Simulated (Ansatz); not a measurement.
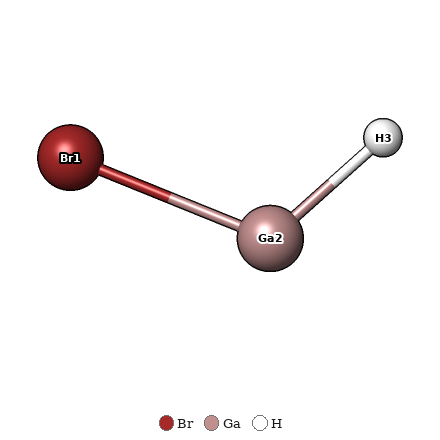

The system is BrGaH, SMILES [GaH][Br], spin multiplicity 2; the picture shows the reference structure. 
- First axis: bond length Ga2–H3. Second axis: angle H3–Ga2–Br1.
- Nothing is relaxed (all other coordinates rigid).
- The grid has 11 × 11 points.
- Points are written as (first, second).
- Energies: kJ/mol, counted from the lowest grid point.
- The calculation used UKS r2SCAN0-D4/def2-TZVP (Ansatz 0.2.0).

Its coordinates:

```xyz
3

Br    1.6600   -0.2186    0.8728
Ga   -0.3289   -0.5878   -0.2320
H    -1.1847    0.7101   -0.5724
```

Range: bond length Ga2–H3 from 1.305 to 2.387 Å; angle H3–Ga2–Br1 from 90.8 to 140.8°.

**What landscape does the calculation give?**

The lowest grid point is at (1.630 Å, 115.8°). It is the only kind of minimum in the scanned range. The highest grid point, (2.387 Å, 90.8°), lies 105 kJ/mol above the lowest. Round the minimum the two coordinates are nearly uncoupled.

```csv
"angle H3–Ga2–Br1 ↓, bond length Ga2–H3 →",1.305,1.413,1.521,1.630,1.738,1.846,1.954,2.063,2.171,2.279,2.387
140.8,96,46,25,21,29,42,57,71,84,95,103
135.8,88,38,17,14,22,36,51,67,80,92,101
130.8,82,31,10,8,16,31,47,63,77,90,99
125.8,77,27,6,4,12,27,44,60,75,88,98
120.8,75,24,3,1,10,25,42,59,74,87,97
115.8,74,24,2,0,9,24,41,58,74,87,97
110.8,76,25,3,1,10,25,42,59,74,87,98
105.8,79,28,6,4,12,27,44,61,76,88,99
100.8,85,33,12,9,17,31,47,64,78,90,100
95.8,92,41,19,16,23,37,53,68,82,93,102
90.8,103,51,29,25,32,45,59,74,86,96,105
```

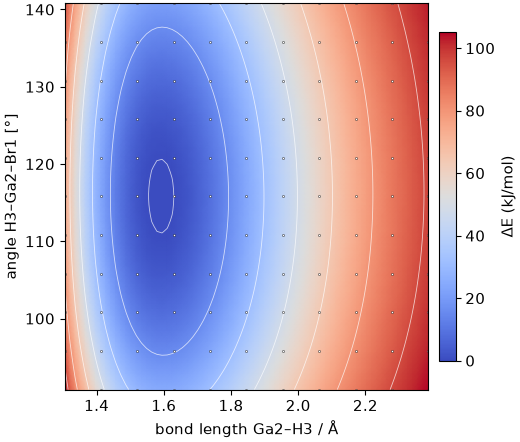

Drawn: a smooth colour map with a few white contour lines, dots at the grid points. Between grid points the surface is interpolated.

Each point was launched as `ansatz run input.yaml --threads 1 --pin off --max-ram 2560MiB --backend cpu --events-out ev --progress --plain --runs-dir out`. The whole map (121 points run) took 28 min on 1 thread of Arm Neoverse V2 (shared host).
